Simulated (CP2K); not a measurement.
# AlF3 (SMILES F[Al](F)F): PBE0/TZV2P-MOLOPT-PBE0-GTH (core potential)

What is the energy change on altering one bond length of AlF3 at PBE0/TZV2P-MOLOPT-PBE0-GTH (core potential)? 

The results are computed with CP2K 2026.2.

7 further runs of the same task are left out: 2 that didn't finish, 5 set aside as unsound or not needed.

### 1 The system as given

AlF3: 4 atoms, total charge 0, spin state singlet. As SMILES, `F[Al](F)F`. Geometry: relaxed at PBE0-D4/def2-TZVP.

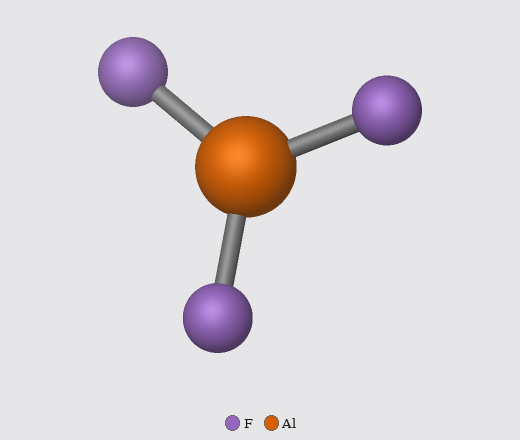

Viewed from a chosen angle; fluorine purple, aluminium orange.

### 2 A single-point energy at PBE0/TZV2P-MOLOPT-PBE0-GTH (core potential)

Input file calc.inp:

```
&GLOBAL
    PROJECT calc
    RUN_TYPE ENERGY
    PRINT_LEVEL MEDIUM
&END GLOBAL

&FORCE_EVAL
    METHOD QUICKSTEP
    &DFT
        BASIS_SET_FILE_NAME BASIS_MOLOPT_UZH
        BASIS_SET_FILE_NAME BASIS_ADMM_UZH
        POTENTIAL_FILE_NAME POTENTIAL_UZH
        &QS
            METHOD GPW
            EPS_DEFAULT 1.0E-10
        &END QS
        &MGRID
            CUTOFF 400
            REL_CUTOFF 50
            NGRIDS 4
        &END MGRID
        &POISSON
            PERIODIC NONE
            POISSON_SOLVER MULTIPOLE
        &END POISSON
        &SCF
            SCF_GUESS ATOMIC
            EPS_SCF 1.0E-06
            MAX_SCF 30
            &OT
                MINIMIZER DIIS
                PRECONDITIONER FULL_SINGLE_INVERSE
            &END OT
            &OUTER_SCF
                EPS_SCF 1.0E-06
                MAX_SCF 10
            &END OUTER_SCF
        &END SCF
        &XC
            &XC_FUNCTIONAL
                &PBE
                    SCALE_X 0.75
                    SCALE_C 1.0
                &END PBE
            &END XC_FUNCTIONAL
            &HF
                FRACTION 0.25
                &SCREENING
                    EPS_SCHWARZ 1.0E-09
                &END SCREENING
                &MEMORY
                    MAX_MEMORY 1050
                &END MEMORY
            &END HF
        &END XC
        &AUXILIARY_DENSITY_MATRIX_METHOD
            ADMM_TYPE ADMMS
            EXCH_CORRECTION_FUNC PBEX
        &END AUXILIARY_DENSITY_MATRIX_METHOD
        &PRINT
            &MOMENTS
                PERIODIC F
                REFERENCE COM
                MAX_MOMENT 1
            &END MOMENTS
            &MO_CUBES
                NLUMO 5
                NHOMO -1
                WRITE_CUBE F
            &END MO_CUBES
            &HIRSHFELD OFF
            &END HIRSHFELD
        &END PRINT
    &END DFT
    &SUBSYS
        &CELL
            ABC 9.3 9.1 8.9
            PERIODIC NONE
        &END CELL
        &COORD
            UNIT bohr
            F      1.6240495    -1.3654972     2.2301981
            Al     0.0000000    -0.0000189     0.0000000
            F     -2.7226040    -1.1575139    -0.8505846
            F      1.0985545     2.5230300    -1.3795757
        &END COORD
        &TOPOLOGY
            &CENTER_COORDINATES
            &END CENTER_COORDINATES
        &END TOPOLOGY
        &KIND F
            BASIS_SET ORB TZV2P-MOLOPT-PBE0-GTH-q7
            BASIS_SET AUX_FIT admm-tzp-q7
            POTENTIAL GTH-PBE0-q7
        &END KIND
        &KIND Al
            BASIS_SET ORB TZV2P-MOLOPT-PBE0-GTH-q3
            BASIS_SET AUX_FIT admm-tzp-q3
            POTENTIAL GTH-PBE0-q3
        &END KIND
    &END SUBSYS
&END FORCE_EVAL
```

The run is started by

```
$ OMP_NUM_THREADS=1 cp2k.psmp calc.inp > calc.out
```

Log:

```text
CP2K| version string:                                       CP2K version 2026.2
[...]
 GLOBAL| Method name                                                        CP2K
[...]
 GLOBAL| Run type                                                         ENERGY
[...]
 DFT| Spin restricted Kohn-Sham (RKS) calculation                            RKS
 DFT| Multiplicity                                                             1
[...]
 DFT| Charge                                                                   0
[...]
 FUNCTIONAL| PBE:
 QS| Method:                                                                 GPW
[...]
 QS| Density cutoff [a.u.]:                                                200.0
[...]
 QS| Relative density cutoff [a.u.]:                                        25.0
[...]
                             - Atoms:                                          4
[...]
                             - Spherical basis functions:                    116
[...]
 Number of electrons:                                                         24
[...]
     1 OT DIIS     0.80E-01    3.7     0.12001350       -73.2847418765 -7.33E+01
[...]
    28 OT DIIS     0.80E-01    3.4     0.00000092       -74.8590311109 -4.26E-10
  *** SCF run converged in    28 steps ***
[...]
  Overlap energy of the core charge distribution:               0.00000002657165
  Self energy of the core charge distribution:               -202.28573588137749
  Core Hamiltonian energy:                                     55.87073348310632
  Hartree energy:                                              86.38070202967270
  Exchange-correlation energy:                                -11.35425792972043
  Hartree-Fock Exchange energy:                                -3.47047283911583
  Total energy:                                               -74.85903111086309
[...]
                     Mulliken Population Analysis
 #  Atom  Element  Kind  Atomic population                           Net charge
       1     F        1          7.471594                             -0.471594
       2     Al       2          1.586205                              1.413795
       3     F        1          7.470843                             -0.470843
       4     F        1          7.471358                             -0.471358
 # Total charge                             24.000000                 -0.000000
[...]
  Dipole moment [Debye]
    X=  0.4764627E-02 Y= -0.3890853E-02 Z= -0.4809454E-02  Total=      0.0078084
[...]
 HOMO - LUMO gap [eV] :   10.252115
 ENERGY| Total FORCE_EVAL ( QS ) energy [hartree]            -74.859031110863086
[...]
```

Wall time 94 s (1 thread of Intel Xeon at 2.70GHz, shared host); peak memory 0.83 GiB.

### 3 The distorted shape at the same level

Input file mol.inp:

```
&GLOBAL
    PROJECT mol
    RUN_TYPE ENERGY
    PRINT_LEVEL MEDIUM
&END GLOBAL

&FORCE_EVAL
    METHOD Quickstep
    &DFT
        BASIS_SET_FILE_NAME BASIS_MOLOPT_UZH
        BASIS_SET_FILE_NAME BASIS_ADMM_UZH
        POTENTIAL_FILE_NAME POTENTIAL_UZH
        CHARGE 0
        MULTIPLICITY 1
        &QS
            METHOD GPW
            EPS_DEFAULT 1.0E-10
        &END QS
        &MGRID
            CUTOFF 400
            REL_CUTOFF 50
            NGRIDS 4
        &END MGRID
        &POISSON
            PERIODIC NONE
            POISSON_SOLVER MULTIPOLE
        &END POISSON
        &SCF
            SCF_GUESS ATOMIC
            EPS_SCF 1.0E-06
            MAX_SCF 150
            ADDED_MOS 5
            &DIAGONALIZATION
                ALGORITHM STANDARD
            &END DIAGONALIZATION
            &MIXING
                METHOD DIRECT_P_MIXING
                ALPHA 0.4
            &END MIXING
        &END SCF
        &XC
            &XC_FUNCTIONAL
                &PBE
                    SCALE_X 0.75
                    SCALE_C 1.0
                &END PBE
            &END XC_FUNCTIONAL
            &HF
                FRACTION 0.25
                &SCREENING
                    EPS_SCHWARZ 1.0E-09
                    SCREEN_ON_INITIAL_P F
                &END SCREENING
                &INTERACTION_POTENTIAL
                    POTENTIAL_TYPE COULOMB
                &END INTERACTION_POTENTIAL
                &MEMORY
                    MAX_MEMORY 1050
                &END MEMORY
            &END HF
        &END XC
        &AUXILIARY_DENSITY_MATRIX_METHOD
            ADMM_TYPE ADMMS
            EXCH_CORRECTION_FUNC PBEX
        &END AUXILIARY_DENSITY_MATRIX_METHOD
        &PRINT
            &MOMENTS
                PERIODIC F
                REFERENCE COM
                MAX_MOMENT 1
            &END MOMENTS
            &MO ON
                ENERGIES T
                OCCUPATION_NUMBERS T
                NDIGITS 6
                &EACH
                    QS_SCF 0
                &END EACH
                ADD_LAST NUMERIC
            &END MO
            &HIRSHFELD OFF
            &END HIRSHFELD
        &END PRINT
    &END DFT
    &SUBSYS
        &CELL
            ABC [angstrom] 10 9.3 8.9
            PERIODIC NONE
        &END CELL
        &COORD
            UNIT bohr
            F      2.9852835    -0.7867780     2.6554696
            Al     1.3612340     0.5787003     0.4252715
            F     -2.7226040    -1.1575139    -0.8505846
            F      2.4597885     3.1017492    -0.9543041
        &END COORD
        &TOPOLOGY
            &CENTER_COORDINATES
            &END CENTER_COORDINATES
        &END TOPOLOGY
        &KIND F
            BASIS_SET ORB TZV2P-MOLOPT-PBE0-GTH-q7
            BASIS_SET AUX_FIT admm-tzp-q7
            POTENTIAL GTH-PBE0-q7
        &END KIND
        &KIND Al
            BASIS_SET ORB TZV2P-MOLOPT-PBE0-GTH-q3
            BASIS_SET AUX_FIT admm-tzp-q3
            POTENTIAL GTH-PBE0-q3
        &END KIND
    &END SUBSYS
&END FORCE_EVAL
```

The run is started by

```
$ OMP_NUM_THREADS=1 cp2k.psmp -i mol.inp -o mol.out
```

Log:

```text
CP2K| version string:                                       CP2K version 2026.2
[...]
 GLOBAL| Method name                                                        CP2K
[...]
 GLOBAL| Run type                                                         ENERGY
[...]
 DFT| Spin restricted Kohn-Sham (RKS) calculation                            RKS
 DFT| Multiplicity                                                             1
[...]
 DFT| Charge                                                                   0
[...]
 FUNCTIONAL| PBE:
 QS| Method:                                                                 GPW
[...]
 QS| Density cutoff [a.u.]:                                                200.0
[...]
 QS| Relative density cutoff [a.u.]:                                        25.0
[...]
                             - Atoms:                                          4
[...]
                             - Spherical basis functions:                    116
[...]
 Number of electrons:                                                         24
[...]
     1 P_Mix/Diag. 0.40E+00    4.1     1.18522034       -73.5732136993 -7.36E+01
[...]
    17 DIIS/Diag.  0.72E-06    3.6     0.00000058       -74.7353412867 -2.94E-12
  *** SCF run converged in    17 steps ***
[...]
  Overlap energy of the core charge distribution:               0.00000001771471
  Self energy of the core charge distribution:               -202.28573588137749
  Core Hamiltonian energy:                                     55.40643711874411
  Hartree energy:                                              86.80861905013801
  Exchange-correlation energy:                                -11.24204354386768
  Hartree-Fock Exchange energy:                                -3.42261804801453
  Total energy:                                               -74.73534128666290
[...]
                     Mulliken Population Analysis
 #  Atom  Element  Kind  Atomic population                           Net charge
       1     F        1          7.427743                             -0.427743
       2     Al       2          1.542938                              1.457062
       3     F        1          7.601517                             -0.601517
       4     F        1          7.427802                             -0.427802
 # Total charge                             24.000000                 -0.000000
[...]
  Dipole moment [Debye]
    X=  0.2764341E+01 Y=  0.1169824E+01 Z=  0.8579920E+00  Total=      3.1218942
 ENERGY| Total FORCE_EVAL ( QS ) energy [hartree]            -74.735341286662901
[...]
```

It took 62 s on 1 thread of Intel Xeon at 2.70GHz, shared host; peak memory 0.86 GiB.

### 4 Results

At PBE0/TZV2P-MOLOPT-PBE0-GTH (core potential):

```
                                                          quantity         value
                                         first shape: total energy  -74.85903 Eh
                                        first shape: dipole moment        0.01 D
                                          first shape: HOMO energy     -11.72 eV
                                          first shape: LUMO energy      -1.47 eV
                                        first shape: HOMO–LUMO gap      10.25 eV
                                     distorted shape: total energy  -74.73534 Eh
                                    distorted shape: dipole moment        3.12 D
                                      distorted shape: HOMO energy      -9.41 eV
                                      distorted shape: LUMO energy      -3.81 eV
                                    distorted shape: HOMO–LUMO gap       5.60 eV
energy change with the Al2–F3 bond stretched from 1.629 to 2.443 Å      3.366 eV
```

What this shows: With the Al2–F3 bond stretched from 1.629 to 2.443 Å the energy rises by 3.37 eV (78 kcal/mol).
